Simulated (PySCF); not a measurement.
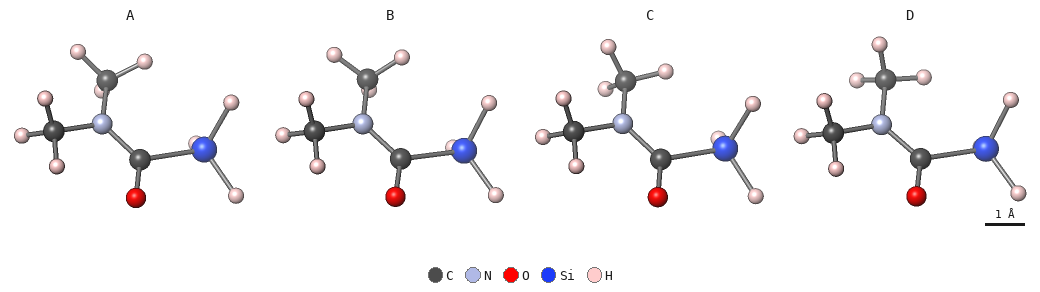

4 geometries from one relaxation of C$_{3}$H$_{9}$NOSi, in shuffled order. The picture is a ball-and-stick view, seen at a tilt.

The start comes from GFN2-xTB.

These are results of PySCF 2.14.0, density-fitted response routines, PBE0-D3(BJ)/def2-SVP geometry optimisation, gas phase, not measurements. 

**Order the frames from highest to lowest energy.**

B, A, C, D. They are steps 0, 6, 8, 19, at +12.2 kJ/mol, +4.65 kJ/mol, +2.35 kJ/mol relative to the last. The largest moves after the best rigid fit, 0.90 Å, are those of H atoms. By element the largest moves are H 0.90 Å, Si 0.11 Å, C 0.08 Å, N 0.06 Å, O 0.04 Å. Near-neighbour distances that change, for instance: H–Si 1.455 → 1.487 Å, H–Si 1.467 → 1.497 Å, C–Si 1.919 → 1.937 Å, C–N 1.351 → 1.367 Å. Among the angles between lasting bonds that change: C–Si–H 108.7° → 112.0°, N–C–H 108.8° → 111.3°. Groups turn about C–N by about 55°. Over 19 geometry steps the energy falls by 12.2 kJ/mol.
